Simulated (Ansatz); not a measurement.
**BrCuF₃P: how energies converge with the basis set**

How large a basis does BrCuF₃P need? Two functionals are run in growing sets.

Computed with Ansatz 0.2.0, Gaussian basis. Level: one geometry, several basis sets.

Plan: PBE0-D4/def2-SVP; ωB97M-V/def2-SVP; PBE0-D4/def2-QZVPP; ωB97M-V/def2-QZVPP; the functionals' def2-TZVPP values are taken from earlier runs.

## 1. Structure used throughout

An earlier PBE0-D4 in a triple-zeta def2 set relaxation fixed the geometry.

SMILES `F[P+](F)(F)[Cu-][Br]`, 6 atoms, charge 0, spin multiplicity 1.

Atoms are counted from 1 here; the program's logs count them from 0.

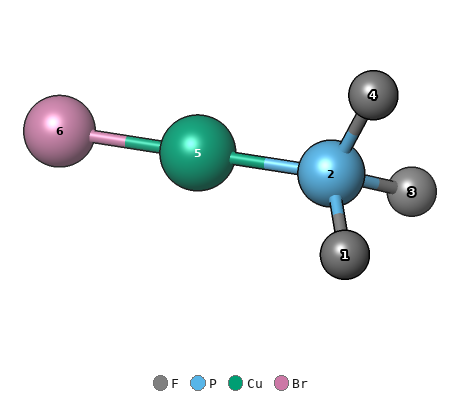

The structure; fluorine grey, phosphorus blue, copper teal, bromine pink; atoms are numbered from 1 in the order of the file.

## 2. PBE0-D4 in def2-SVP

The input, in.yaml:

```yaml
crystal:
  periodic: [false, false, false]
  atoms:
    - {symbol: F, position_ang: [0.698378, -0.800004, 1.679156]}
    - {symbol: P, position_ang: [0.417684, -0.555361, 0.178593]}
    - {symbol: F, position_ang: [-0.039742, -1.972413, -0.237400]}
    - {symbol: F, position_ang: [1.864496, -0.575910, -0.366038]}
    - {symbol: Cu, position_ang: [-0.827334, 1.095783, -0.351686]}
    - {symbol: Br, position_ang: [-2.113482, 2.807894, -0.902635]}
basis:
  gaussian: {orbitals: def2-SVP}
hamiltonian: {xc: pbe0, dispersion: d4}
output: {orbitals: {seedname: orbitals}}
```

Launch:

```
$ ansatz run in.yaml --threads 4 --pin off --events-out ev --progress --plain --max-ram 11315MiB
```

The program printed:

```text
Functional definition: PBE0
  name "PBE0"
  cite "Adamo & Barone, J. Chem. Phys. 110, 6158 (1999) doi:10.1063/1.478522"
  cite "Perdew, Burke & Ernzerhof, Phys. Rev. Lett. 77, 3865 (1996) doi:10.1103/PhysRevLett.77.3865"
  parent pbe
  parameter a = 0.25
  parameter kappa = 0.804
  parameter beta = 0.06672455060314922
  exchange = (1 - a)*pbe_x(kappa = kappa, mu = beta*pi^2/3) + a*exact_x
  correlation = pbe_c(beta = beta)
1190 factors; integrals over basis functions are off by at most 7.8e-4 eV
mean field evaluation 1: about -132074.9517 eV, gradient 5.8e1 eV
mean field evaluation 2: about -131969.8119 eV, gradient 2.9e2 eV
mean field evaluation 4: about -132080.2750 eV, gradient 1.5e1 eV
mean field evaluation 8: about -132080.6503 eV, gradient 5.3e-1 eV
mean field evaluation 16: about -132080.6510 eV, gradient 9.7e-5 eV
mean field -132080.65096596 eV, -4853.8743955181 hartree, gradient 4.0e-5 eV, S^2 0.000000; 0 other end points of the search recorded, 0 dependent functions left out
reference -132080.65100773 eV, -4853.8743970533 hartree; 53, 53 occupied and 70, 70 virtual orbitals, 1190 factors
Total energy: -132080.80153866 eV, -4853.8799289629 hartree
```

Run time: 1.6 s. Hardware: 4 threads of Arm Neoverse V2, shared host; peak memory 0.33 GiB.

## 3. ωB97M-V in def2-SVP

Changes to in.yaml since step 2:

```diff
@@ -11,3 +11,3 @@
   gaussian: {orbitals: def2-SVP}
-hamiltonian: {xc: pbe0, dispersion: d4}
+hamiltonian: {xc: {name: wB97M-V}}
 output: {orbitals: {seedname: orbitals}}
```

Launched as before.

The program printed, shortened:

```text
Functional definition: wB97M-V
  name "wB97M-V"
  cite "Mardirossian & Head-Gordon, J. Chem. Phys. 144, 214110 (2016) doi:10.1063/1.4952647"
  cite "Becke, J. Chem. Phys. 107, 8554 (1997) doi:10.1063/1.475007"
  cite "Vydrov & Van Voorhis, J. Chem. Phys. 133, 244103 (2010) doi:10.1063/1.3521275"
  # Of w^i u^j: cxij and so on, Table III.
[...]
  gx(w, u) = 1 - cx + cx01*u + cx10*w
  gss(w, u) = css00 + css04*u^4 + css10*w + css20*w^2 + css43*w^4*u^3
  gos(w, u) = cos00 + cos10*w + (cos20 + cos21*u)*w^2 + (cos60 + cos61*u)*w^6
[...]
      + integral(e_c_pw_mod_opposite_spin*gos(b97_w_opposite, b97_u_opposite)) + vv10(b, c)
1190 factors; integrals over basis functions are off by at most 7.8e-4 eV
224 factors; integrals over basis functions are off by at most 9.9e-5 eV
[...]
mean field -132098.00761327 eV, -4854.5122405423 hartree, gradient 2.3e-5 eV, S^2 0.000000; 0 other end points of the search recorded, 0 dependent functions left out
reference -132098.00767807 eV, -4854.5122429234 hartree; 53, 53 occupied and 70, 70 virtual orbitals, 1190 factors
Total energy: -132098.00767807 eV, -4854.5122429234 hartree
```

It took 6.5 s on 4 threads of Arm Neoverse V2, shared host; peak memory 0.48 GiB.

## 4. PBE0-D4 in def2-QZVPP

Changes to in.yaml since step 3:

```diff
@@ -10,4 +10,4 @@
 basis:
-  gaussian: {orbitals: def2-SVP}
-hamiltonian: {xc: {name: wB97M-V}}
+  gaussian: {orbitals: "def2-QZVPP.json"}
+hamiltonian: {xc: pbe0, dispersion: d4}
 output: {orbitals: {seedname: orbitals}}
```

Same command.

The program printed:

```text
Functional definition: PBE0
  name "PBE0"
  cite "Adamo & Barone, J. Chem. Phys. 110, 6158 (1999) doi:10.1063/1.478522"
  cite "Perdew, Burke & Ernzerhof, Phys. Rev. Lett. 77, 3865 (1996) doi:10.1103/PhysRevLett.77.3865"
  parent pbe
  parameter a = 0.25
  parameter kappa = 0.804
  parameter beta = 0.06672455060314922
  exchange = (1 - a)*pbe_x(kappa = kappa, mu = beta*pi^2/3) + a*exact_x
  correlation = pbe_c(beta = beta)
2136 factors; their error is unknown
mean field evaluation 1: about -132107.7942 eV, gradient 6.7e1 eV
mean field evaluation 2: about -131978.8620 eV, gradient 3.8e2 eV
mean field evaluation 4: about -132112.8922 eV, gradient 1.8e1 eV
mean field evaluation 8: about -132113.1697 eV, gradient 1.7e-1 eV
mean field evaluation 16: about -132113.5515 eV, gradient 1.5e-4 eV
mean field -132113.55149965 eV, -4855.0834678308 hartree, gradient 1.5e-5 eV, S^2 0.000000; 0 other end points of the search recorded, 0 dependent functions left out
reference -132113.55153487 eV, -4855.0834691248 hartree; 53, 53 occupied and 377, 377 virtual orbitals, 2136 factors
Total energy: -132113.70206579 eV, -4855.0890010343 hartree
```

Run time: 11 s. Hardware: 4 threads of Arm Neoverse V2, shared host; peak memory 2.2 GiB.

## 5. ωB97M-V in def2-QZVPP

Changes to in.yaml since step 4:

```diff
@@ -11,3 +11,3 @@
   gaussian: {orbitals: "def2-QZVPP.json"}
-hamiltonian: {xc: pbe0, dispersion: d4}
+hamiltonian: {xc: {name: wB97M-V}}
 output: {orbitals: {seedname: orbitals}}
```

Launched as before.

The program printed, shortened:

```text
Functional definition: wB97M-V
  name "wB97M-V"
  cite "Mardirossian & Head-Gordon, J. Chem. Phys. 144, 214110 (2016) doi:10.1063/1.4952647"
  cite "Becke, J. Chem. Phys. 107, 8554 (1997) doi:10.1063/1.475007"
  cite "Vydrov & Van Voorhis, J. Chem. Phys. 133, 244103 (2010) doi:10.1063/1.3521275"
  # Of w^i u^j: cxij and so on, Table III.
[...]
  gx(w, u) = 1 - cx + cx01*u + cx10*w
  gss(w, u) = css00 + css04*u^4 + css10*w + css20*w^2 + css43*w^4*u^3
  gos(w, u) = cos00 + cos10*w + (cos20 + cos21*u)*w^2 + (cos60 + cos61*u)*w^6
[...]
      + integral(e_c_pw_mod_opposite_spin*gos(b97_w_opposite, b97_u_opposite)) + vv10(b, c)
2003 factors; their error is unknown
274 factors; integrals over basis functions are off by at most 3.8e-5 eV
[...]
mean field -132130.89005175 eV, -4855.7206478676 hartree, gradient 2.2e-5 eV, S^2 0.000000; 0 other end points of the search recorded, 0 dependent functions left out
reference -132130.89010988 eV, -4855.7206500040 hartree; 53, 53 occupied and 377, 377 virtual orbitals, 2003 factors
Total energy: -132130.89010988 eV, -4855.7206500040 hartree
```

Wall time 21 s (4 threads of Arm Neoverse V2, shared host); peak memory 2.5 GiB.

## 6. Density functionals: the series

The def2-TZVPP values come from earlier runs at the same geometry.

```tsv
functional	basis	functions	energy (eV)	from the largest (eV)	HOMO (eV)	LUMO (eV)
PBE0-D4	def2-SVP	123	-132080.8015	32.901	-7.04	-1.48
PBE0-D4	def2-TZVPP	247	-132110.3331	3.369	-7.38	-1.88
PBE0-D4	def2-QZVPP	430	-132113.7021	0.000	-7.42	-1.96
ωB97M-V	def2-SVP	123	-132098.0077	32.882	-9.16	0.67
ωB97M-V	def2-TZVPP	247	-132127.6508	3.239	-9.54	0.11
ωB97M-V	def2-QZVPP	430	-132130.8901	0.000	-9.60	-0.18
```

## 7. Outcome

| quantity | value |
| --- | --- |
| PBE0-D4: double and triple zeta above quadruple | 32.90, 3.37 eV |
| ωB97M-V: double and triple zeta above quadruple | 32.88, 3.24 eV |

What this shows: For PBE0-D4 the step from double to triple zeta gains 29.53 eV and the next only 3.37 eV. These are total energies; as a rule much of such shifts cancels in differences, which this series doesn't test.

For PBE0-D4 the largest set took about 7 times as long as the smallest (11 s against 1.6 s).
